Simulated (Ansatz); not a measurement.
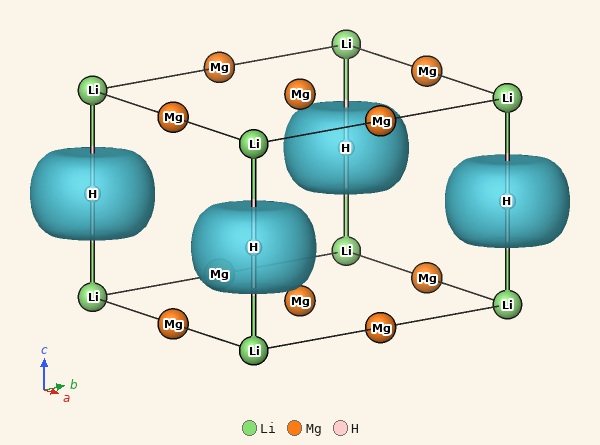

Figure 1: LiMg3H. Isosurface of the electron localisation function at 0.8 (cyan), seen slightly off an axis. Core shells and regions of very low density are left out. Sticks mark near contacts.

Space group P6/mmm; a structure generated by program, which may or may not match a known phase.

These are results of DFT PBE, scalar-relativistic, plane waves, PAW (Ansatz 0.2.0), not measurements.

Question: What do the ELF domains correspond to?

Answer: At this value the surface marks out one region around a hydrogen nucleus, counted in one cell of 5 atoms. Any copies at cell faces, edges or corners count once. Profiles from the grid: Li–H (1.58 Å): the ELF climbs to about 1 towards the hydrogen. Mg–Mg (3.16 Å): the ELF peaks at about 0.65 between the atoms.

Question: What Bader charges does the calculation give?

Answer: Electrons move from Li towards H. Bader charges: Li +0.83, Mg +0.01 and H −0.87 e.
